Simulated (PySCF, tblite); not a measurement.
**C6H7BOS: geometry, infrared bands and NMR shifts**

Wanted: the infrared bands and NMR shifts of C6H7BOS (`C#C/C=C/SBOC=C`), by calculation.

Computed with tblite 0.8.0 and PySCF 2.14.0, with density-fitted response routines of our own, on a single molecule in the gas phase. Atoms are numbered from 0 throughout.

### 1 The molecule as given

16 atoms, charge 0, multiplicity 1; geometry from: force field or distance geometry start.

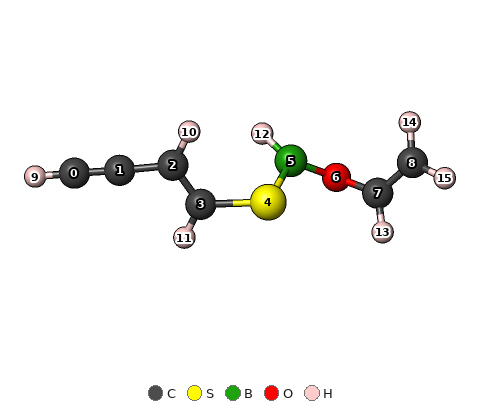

As it starts; carbon dark grey, sulfur yellow, boron green, oxygen red, hydrogen pink, atoms numbered.

### 2 Relaxing the molecule with GFN2-xTB

What the job is given:

```
{"job": {"kind": "relax", "xc": "GFN2-xTB", "basis": "xTB"}, "charge": 0, "multiplicity": 1}
C      4.882500    -0.073200    -1.130400
C      3.794900    -0.017200    -0.589300
C      2.520300     0.009100     0.078100
C      1.638300     0.942000    -0.340900
S      0.000200     1.067600     0.420300
B     -1.037600    -0.356500    -0.271800
O     -2.448800    -0.050000    -0.609000
C     -3.237300     0.654300     0.277900
C     -3.903200     0.089800     1.277400
H      5.824500    -0.100000    -1.614500
H      2.287000    -0.696400     0.860000
H      1.873400     1.634400    -1.122700
H     -0.491400    -1.273400    -0.796100
H     -3.334400     1.707100     0.149100
H     -3.852200    -0.983200     1.453500
H     -4.523800     0.721800     1.947000
```

Command:

```sh
$ OMP_NUM_THREADS=1 python probes_run.py task.json out
```

The driver reads the jobs from task.json and runs them one after another.

The log of the run:

```text
step      E/eV     max force
  0    -676.31988    3.492
  1    -676.63558    2.312
  2    -676.59927    4.861
  3    -676.90805    0.945
  4    -676.96545    0.659
  5    -677.03101    0.593
  6    -677.05274    0.417
  7    -677.08802    0.556
  8    -677.10676    0.444
  9    -677.12549    0.433
 10    -677.14225    0.378
 11    -677.16092    0.443
 12    -677.17858    0.362
 13    -677.19262    0.305
 14    -677.20202    0.233
 15    -677.21108    0.250
 16    -677.21912    0.269
 17    -677.22588    0.320
 18    -677.23287    0.276
 19    -677.24040    0.268
 20    -677.24732    0.251
 21    -677.25214    0.146
 22    -677.25474    0.121
 23    -677.25655    0.156
 24    -677.25830    0.158
 25    -677.25961    0.109
 26    -677.26050    0.061
 27    -677.26120    0.069
 28    -677.26192    0.093
 29    -677.26278    0.101
 30    -677.26391    0.089
 31    -677.26548    0.110
 32    -677.26763    0.136
 33    -677.27017    0.123
 34    -677.27265    0.140
 35    -677.27476    0.150
 36    -677.27694    0.140
 37    -677.27995    0.167
 38    -677.28378    0.178
 39    -677.28815    0.177
 40    -677.29303    0.195
 41    -677.29857    0.191
 42    -677.30422    0.275
 43    -677.31018    0.290
 44    -677.31498    0.250
 45    -677.32034    0.239
 46    -677.32385    0.213
 47    -677.32999    0.161
 48    -677.33424    0.180
 49    -677.33886    0.169
 50    -677.34263    0.217
 51    -677.34676    0.184
 52    -677.35182    0.163
 53    -677.35757    0.148
 54    -677.36022    0.133
 55    -677.36349    0.128
 56    -677.36604    0.161
 57    -677.36895    0.164
 58    -677.37121    0.129
 59    -677.37280    0.080
 60    -677.37395    0.084
 61    -677.37505    0.087
 62    -677.37625    0.094
 63    -677.37730    0.084
 64    -677.37819    0.060
 65    -677.37906    0.091
 66    -677.37992    0.106
 67    -677.38064    0.100
 68    -677.38123    0.068
 69    -677.38185    0.071
 70    -677.38274    0.083
 71    -677.38393    0.104
 72    -677.38513    0.108
 73    -677.38598    0.070
 74    -677.38650    0.044
 75    -677.38684    0.051
 76    -677.38711    0.041
 77    -677.38726    0.026
 78    -677.38734    0.023
 79    -677.38742    0.025
 80    -677.38753    0.026
 81    -677.38767    0.034
 82    -677.38782    0.037
 83    -677.38799    0.032
 84    -677.38815    0.046
 85    -677.38833    0.043
 86    -677.38850    0.039
 87    -677.38872    0.039
 88    -677.38904    0.043
 89    -677.38950    0.056
 90    -677.39003    0.057
 91    -677.39049    0.052
 92    -677.39081    0.048
 93    -677.39110    0.044
 94    -677.39138    0.043
 95    -677.39164    0.049
 96    -677.39187    0.032
 97    -677.39207    0.055
 98    -677.39230    0.063
 99    -677.39258    0.069
100    -677.39286    0.053
101    -677.39304    0.035
102    -677.39321    0.033
103    -677.39337    0.032
104    -677.39357    0.036
105    -677.39375    0.045
106    -677.39402    0.043
107    -677.39431    0.101
108    -677.39455    0.072
109    -677.39486    0.035
110    -677.39522    0.044
111    -677.39543    0.048
112    -677.39567    0.040
113    -677.39588    0.033
114    -677.39599    0.028
115    -677.39604    0.022
116    -677.39611    0.016
117    -677.39615    0.011
118    -677.39618    0.009
```

It took 0.91 s on 1 thread of Arm Neoverse V1, shared host.

Relaxation path: (not every step is listed) (the energy doesn't fall at every step)

| step | energy from step 0 (eV) | largest force (eV/Å) |
| --- | --- | --- |
| 0 | 0.0000 | 3.4917 |
| 1 | -0.3157 | 2.3123 |
| 2 | -0.2794 | 4.8605 |
| 3 | -0.5882 | 0.9451 |
| 4 | -0.6456 | 0.6591 |
| 5 | -0.7111 | 0.5930 |
| 6 | -0.7329 | 0.4168 |
| 7 | -0.7681 | 0.5558 |
| 8 | -0.7869 | 0.4436 |
| 18 | -0.9130 | 0.2757 |
| 28 | -0.9420 | 0.0928 |
| 38 | -0.9639 | 0.1781 |
| 48 | -1.0144 | 0.1801 |
| 58 | -1.0513 | 0.1289 |
| 68 | -1.0613 | 0.0676 |
| 78 | -1.0675 | 0.0227 |
| 88 | -1.0692 | 0.0432 |
| 98 | -1.0724 | 0.0630 |
| 108 | -1.0747 | 0.0718 |
| 113 | -1.0760 | 0.0328 |
| 114 | -1.0761 | 0.0281 |
| 115 | -1.0762 | 0.0223 |
| 116 | -1.0762 | 0.0159 |
| 117 | -1.0763 | 0.0112 |
| 118 | -1.0763 | 0.0095 |

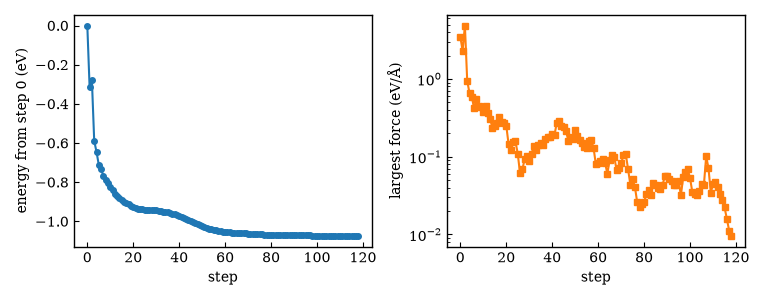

Energy and largest force along the relaxation.

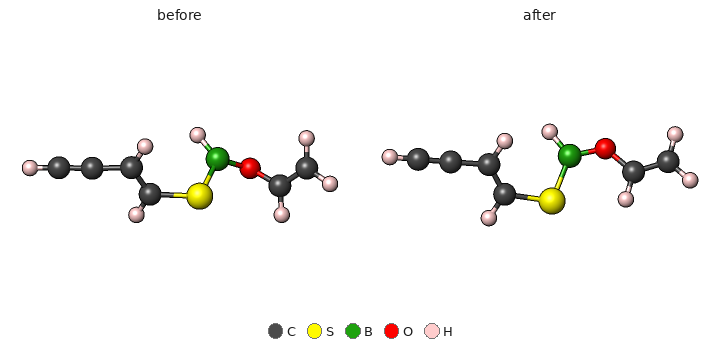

The geometry before (left) and after (right).

Distances of close pairs at the start and the end, largest changes first:

| bond | before (Å) | after (Å) | change (Å) |
| --- | --- | --- | --- |
| B5–O6 | 1.483 | 1.328 | -0.155 |
| S4–B5 | 1.893 | 1.815 | -0.078 |
| C3–S4 | 1.811 | 1.759 | -0.052 |
| C8–H15 | 1.110 | 1.073 | -0.037 |
| C1–C2 | 1.439 | 1.407 | -0.032 |
| C7–H13 | 1.065 | 1.086 | +0.020 |
| B5–H12 | 1.189 | 1.169 | -0.020 |
| O6–C7 | 1.380 | 1.361 | -0.019 |

The end geometry stands in the next job.

### 3 Vibrational analysis with GFN2-xTB

What the job is given:

```
{"job": {"kind": "ir", "xc": "GFN2-xTB", "basis": "xTB"}, "charge": 0, "multiplicity": 1}
C      4.833026    -0.150919    -0.964379
C      3.672292    -0.036595    -0.675978
C      2.317862     0.081564    -0.312712
C      1.580283     1.134500    -0.664934
S     -0.099242     1.409724    -0.222462
B     -0.840732    -0.247100    -0.209994
O     -2.069106    -0.479889     0.237743
C     -2.924430     0.416416     0.802060
C     -4.136676     0.063658     1.192900
H      5.846039    -0.249087    -1.217572
H      1.904956    -0.733343     0.266909
H      1.999712     1.962963    -1.214317
H     -0.256707    -1.158136    -0.651191
H     -2.544629     1.427641     0.909628
H     -4.491311    -0.944440     1.071852
H     -4.798935     0.779471     1.641035
```

The log of the run:

```text
mode    cm-1     km/mol
  1      36.6      0.25
  2      60.7      0.37
  3      63.5      0.39
  4     111.3      2.50
  5     138.8      0.56
  6     148.3      1.71
  7     179.8      0.89
  8     301.7      9.19
  9     327.5      0.55
 10     352.5      0.19
 11     384.4      1.62
 12     439.5      2.59
 13     550.0      2.10
 14     619.1     12.30
 15     652.4     18.02
 16     680.0     37.39
 17     709.5     75.74
 18     723.7     24.05
 19     733.5     14.83
 20     820.7     59.24
 21     852.5     18.37
 22     881.9      5.82
 23     959.2     18.90
 24    1003.5     20.87
 25    1032.2     57.59
 26    1051.4      7.72
 27    1136.8    149.70
 28    1187.5      2.90
 29    1259.9      2.83
 30    1284.7    764.96
 31    1302.2     84.85
 32    1369.1     44.52
 33    1614.2     50.91
 34    1688.3     85.50
 35    2249.1      2.70
 36    2650.6     78.37
 37    3017.3     33.16
 38    3056.8     18.22
 39    3090.1     12.09
 40    3128.1      2.64
 41    3170.4     16.05
 42    3397.9      9.67
```

Run time: 0.6 s. Hardware: 1 thread of Arm Neoverse V1, shared host.

Which atoms move in the most intense modes:

| cm⁻¹ | km/mol | atoms |
| --- | --- | --- |
| 710 | 75.7 | B5 54 %, S4 17 % |
| 821 | 59.2 | C3 56 %, S4 18 % |
| 1032 | 57.6 | H12 49 % |
| 1137 | 149.7 | C7 29 %, O6 17 %, H12 15 %, B5 13 % |
| 1285 | 765.0 | O6 41 %, B5 35 % |
| 1302 | 84.8 | H13 77 % |
| 1688 | 85.5 | C7 50 %, C8 42 % |
| 2651 | 78.4 | H12 92 % |

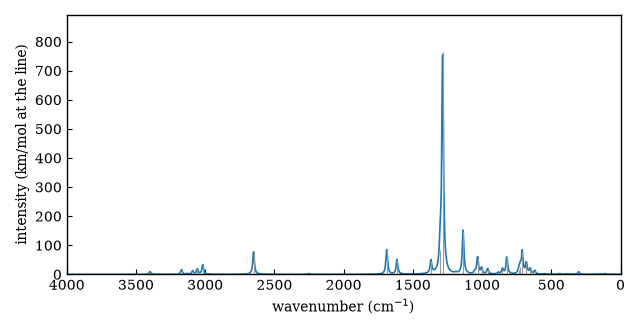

The infrared spectrum from these modes, unscaled. Lines are broadened to a width of 14 cm⁻¹ (Lorentzian).

### 4 NMR shieldings: PBE0/pcSseg-1

Same as in step 3 but for these lines:

```diff
@@ -1,2 +1,2 @@
-{"job": {"kind": "ir", "xc": "GFN2-xTB", "basis": "xTB"}, "charge": 0, "multiplicity": 1}
+{"job": {"kind": "nmr", "xc": "PBE0", "basis": "pcSseg-1"}, "charge": 0, "multiplicity": 1}
 C      4.833026    -0.150919    -0.964379
```

Level: GIAO PBE0/pcSseg-1 NMR shielding, non-relativistic, gas phase.

The log of the run:

```text
coarse grid: 14656 points
cycle   1  E = -730.3155054805  dE =  1.411e+00  |g| = 6.108e-01  |ddm| = 3.950e+00
cycle   2  E = -730.2472328708  dE =  6.827e-02  |g| = 8.511e-01  |ddm| = 1.166e+00
cycle   3  E = -730.3904940229  dE = -1.433e-01  |g| = 1.306e-01  |ddm| = 7.144e-01
cycle   4  E = -730.3938580762  dE = -3.364e-03  |g| = 4.846e-02  |ddm| = 1.430e-01
cycle   5  E = -730.3943282437  dE = -4.702e-04  |g| = 2.352e-02  |ddm| = 5.660e-02
cycle   6  E = -730.3944638498  dE = -1.356e-04  |g| = 6.022e-03  |ddm| = 2.329e-02
cycle   7  E = -730.3944711300  dE = -7.280e-06  |g| = 2.871e-03  |ddm| = 6.079e-03
final grid: 139016 points
cycle   8  E = -730.4621527165  dE = -3.680e-05  |g| = 1.211e-02  |ddm| = 7.313e-02
cycle   9  E = -730.4621102330  dE =  4.248e-05  |g| = 1.874e-02  |ddm| = 2.433e-02
cycle  10  E = -730.4621814493  dE = -7.122e-05  |g| = 2.864e-03  |ddm| = 1.496e-02
cycle  11  E = -730.4621834796  dE = -2.030e-06  |g| = 5.970e-04  |ddm| = 2.768e-03
cycle  12  E = -730.4621835552  dE = -7.566e-08  |g| = 2.483e-04  |ddm| = 8.905e-04
cycle  13  E = -730.4621835697  dE = -1.442e-08  |g| = 6.396e-05  |ddm| = 2.622e-04
cycle  14  E = -730.4621835707  dE = -1.029e-09  |g| = 2.053e-05  |ddm| = 8.834e-05
cycle  15  E = -730.4621835708  dE = -9.413e-11  |g| = 6.367e-06  |ddm| = 2.016e-05
converged SCF energy = -730.4621835708

GIAO shielding tensors (ppm)
atom      isotropic    diamagn.    paramagn.     s11        s22        s33       span
  0 C       97.101     256.063    -158.961     37.360     50.758    203.186    165.826
  1 C      101.457     249.217    -147.760      1.068      4.385    298.918    297.850
  2 C       66.549     256.535    -189.986    -33.394     78.247    154.796    188.190
  3 C       42.059     257.741    -215.682    -73.456     52.206    147.428    220.883
  4 S      437.753    1060.493    -622.740    314.892    438.465    559.902    245.010
  5 B       60.367     199.083    -138.716     25.188     63.093     92.821     67.634
  6 O       97.928     393.488    -295.560    -42.402     15.646    320.540    362.942
  7 C       33.264     255.099    -221.835    -77.864     73.445    104.210    182.074
  8 C       79.460     252.639    -173.179    -27.144    102.104    163.420    190.564
  9 H       28.933      32.814      -3.881     25.027     25.278     36.495     11.468
 10 H       25.716      31.413      -5.697     21.915     25.253     29.979      8.065
 11 H       24.814      30.635      -5.821     21.786     24.379     28.277      6.491
 12 H       26.166      32.486      -6.320     23.630     25.185     29.682      6.052
 13 H       24.578      31.226      -6.648     20.517     22.126     31.090     10.573
 14 H       26.366      29.696      -3.330     23.473     25.082     30.544      7.070
 15 H       26.760      26.918      -0.159     24.579     25.827     29.874      5.295
```

Run time: 42 s. Hardware: 1 thread of Arm Neoverse V1, shared host; peak memory 0.84 GiB.

The references, computed at this level on geometries of the same kind, shield at (ppm): 1H TMS 31.72, 13C TMS 186.9, 17O H2O 336.1, 11B BF3·OEt2 100.1, 33S CS2 504. Their shielding less the atom's gives the shift. The references are single molecules in the gas phase, so shifts against H2O, NH3, PH3, H3PO4 or CFCl3 are not on the usual liquid scales and can be off by tens of ppm.

| atoms | environment | σ (ppm) | δ (ppm) | δ scaled to CDCl3 |
| --- | --- | --- | --- | --- |
| C7 | alkene carbon bearing oxygen | 33.3 | 153.7 | 148.1 |
| C3 | alkene CH | 42.1 | 144.9 | 135.1 |
| C2 | alkene CH | 66.5 | 120.4 | 115.6 |
| C8 | β carbon of an enol-ether or enamine type C=C | 79.5 | 107.5 | 103.0 |
| C0 | terminal alkyne carbon | 97.1 | 89.8 | 85.8 |
| C1 | alkyne carbon | 101.5 | 85.5 | 81.5 |
| H13 | hydrogen on an alkene carbon bearing oxygen | 24.58 | 7.14 | 6.84 |
| H11 | hydrogen on an alkene CH | 24.81 | 6.90 | 6.61 |
| H10 | hydrogen on an alkene CH | 25.72 | 6.00 | 5.76 |
| H12 | hydrogen on a boron bonded to O, S | 26.17 | 5.55 | – |
| H14 | hydrogen on a β carbon of an enol-ether or enamine type C=C | 26.37 | 5.35 | 5.15 |
| H15 | hydrogen on a β carbon of an enol-ether or enamine type C=C | 26.76 | 4.96 | 4.78 |
| H9 | hydrogen on a terminal alkyne carbon | 28.93 | 2.78 | 2.73 |
| S4 | sulfur bonded to C, B | 438 | 66 | – |
| B5 | boron bonded to O, S, H | 60.4 | 39.7 | – |
| O6 | oxygen bonded to C, B | 97.9 | 238.2 | – |

The scaled column applies a straight-line fit of computed shieldings to shifts measured in CDCl3, with any fitted terms for Cl, Br or S neighbours (root-mean-square error 0.16 ppm for H, 1.9 ppm for C).

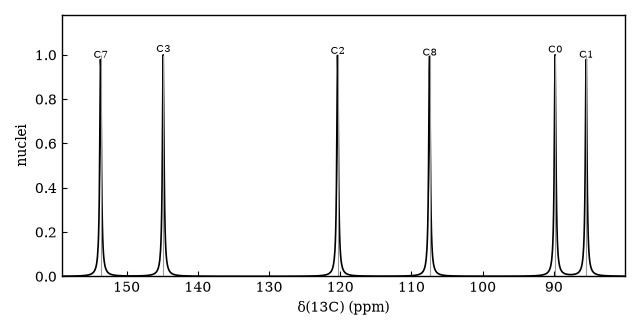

13C lines at the computed shifts, without couplings. Lines are broadened to a width of 0.27 ppm (Lorentzian).

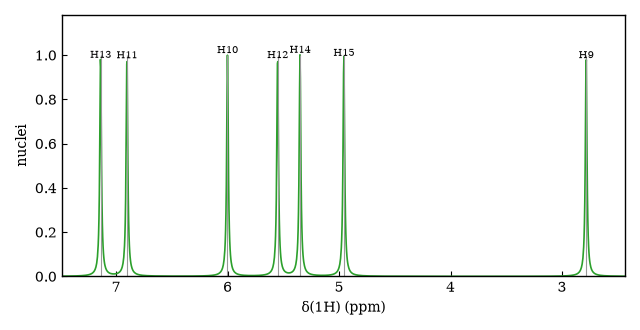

1H lines at the computed shifts, without couplings. Lines are broadened to a width of 0.02 ppm (Lorentzian).

Charges from the same density, by scheme (e):

| atoms | Mulliken | IAO | Hirshfeld | ESP fit |
| --- | --- | --- | --- | --- |
| C0 | -0.33 | -0.23 | -0.11 | -0.42 |
| C1 | 0.27 | -0.02 | -0.04 | 0.03 |
| C2 | -0.17 | -0.17 | -0.04 | -0.16 |
| C3 | -0.20 | -0.23 | -0.04 | -0.11 |
| S4 | -0.13 | 0.10 | -0.01 | -0.23 |
| B5 | 0.33 | 0.11 | 0.14 | 0.35 |
| O6 | -0.41 | -0.31 | -0.13 | -0.29 |
| C7 | 0.03 | 0.06 | 0.03 | 0.22 |
| C8 | -0.18 | -0.35 | -0.11 | -0.60 |

ESP fit charges:

C0 -0.42; C1 0.03; C2 -0.16; C3 -0.11; S4 -0.23; B5 0.35; O6 -0.29; C7 0.22; C8 -0.60; H9 0.31; H10 0.21; H11 0.22; H12 -0.09; H13 0.11; H14 0.24; H15 0.22

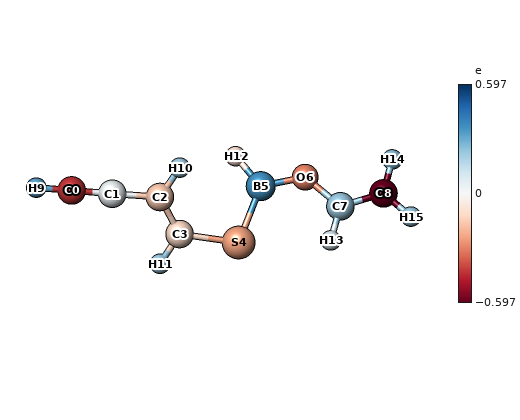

ESP fit charges, as colours on the atoms.

Mayer bond orders: C0–C1 2.38, C1–C2 1.17, C2–C3 1.77, C3–S4 1.06, S4–B5 1.07, B5–O6 1.22, O6–C7 0.93, C7–C8 1.97.

Orbitals, density, ELF and potential are computed afterwards from the orbital file.

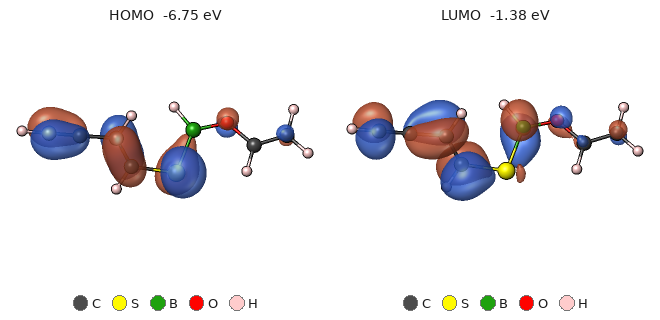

PBE0/pcSseg-1 orbitals near the gap, drawn at the value that encloses 70 % of each; the two colours are the two signs.

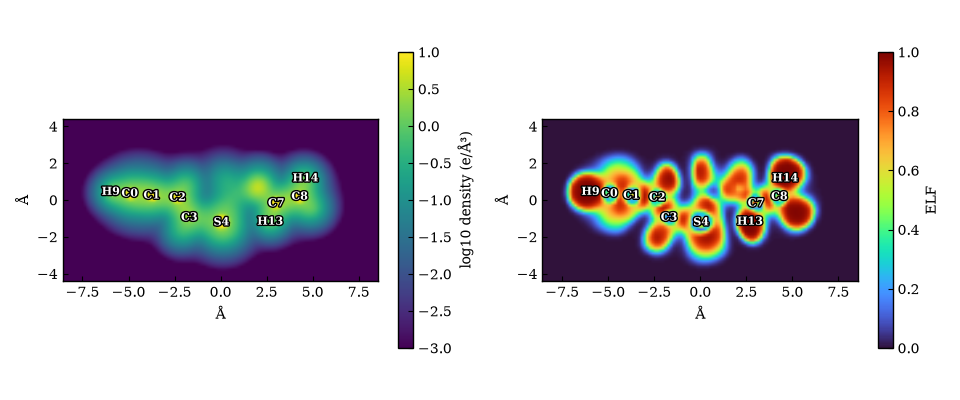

Density (left) and ELF (right) in a plane through or near 10 of the atoms.

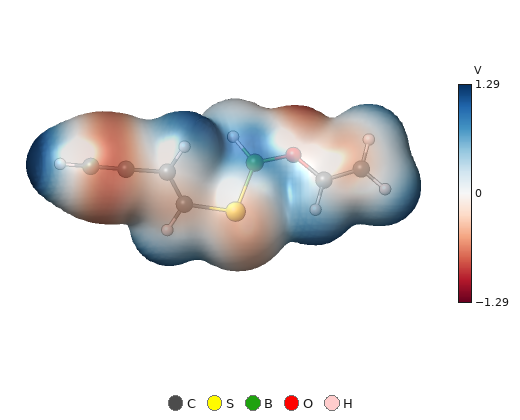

Electrostatic potential on the surface of density 0.002 e/bohr³; red is low, blue high. It runs from -0.76 V near O6 to 1.29 V near H9.

### 5 Results

```
                                   quantity                                         value
  strongest single infrared mode (GFN2-xTB)                         1285 cm⁻¹, 765 km/mol
               zero-point energy (GFN2-xTB)                                 69.2 kcal/mol
     13C shifts against TMS (PBE0/pcSseg-1)    153.7, 144.9, 120.4, 107.5, 89.8, 85.5 ppm
      1H shifts against TMS (PBE0/pcSseg-1)  7.14, 6.90, 6.00, 5.55, 5.35, 4.96, 2.78 ppm
     33S shifts against CS2 (PBE0/pcSseg-1)                                        66 ppm
11B shifts against BF3·OEt2 (PBE0/pcSseg-1)                                      39.7 ppm
     17O shifts against H2O (PBE0/pcSseg-1)                                     238.2 ppm
      surface potential, least and greatest                            -0.76 V and 1.29 V
```

In words: Over 118 steps the energy fell by 1.076 eV; of the close pairs, B5–O6 changed most, 1.483 to 1.328 Å. No mode is imaginary among the 42: a minimum at this level. The strongest single mode, at 1285 cm⁻¹, moves mainly O6 and B5. GFN2-xTB is a fitted tight-binding method: band positions and strengths are rough. Its intensities can rank the bands wrongly. At PBE0/pcSseg-1: Shielding is most anisotropic at O6 (span 363 ppm, paramagnetic term -296 ppm). At PBE0/pcSseg-1, counted by nearest atom on the grid, the HOMO lies on S4 27 %; C0, C2 about 17 % each, the LUMO on C3 23 %; C2 17 %.
